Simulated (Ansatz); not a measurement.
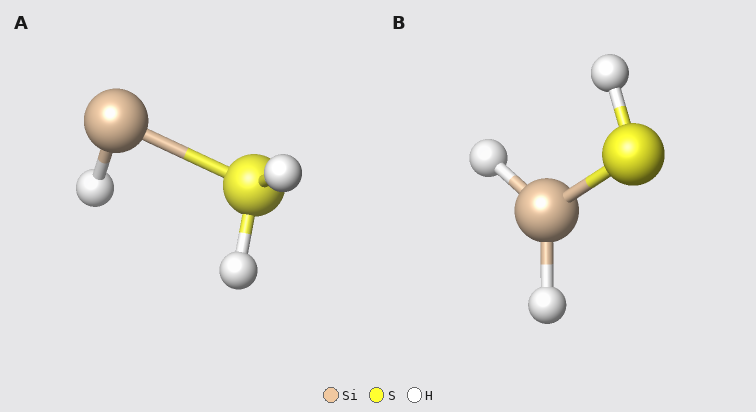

2 stationary structures of one formula. State: charge +1, singlet. Geometries: PBE-D4/def2-SVP. Electronic energies: PBE-D4/def2-SVP (Ansatz 0.2.0), without zero-point energy. No frequency run is at hand to confirm each as a minimum.

Question: Rank them by energy, lowest first.

Answer: B is lowest (Cs); A lies 1.041 eV above it (C1).
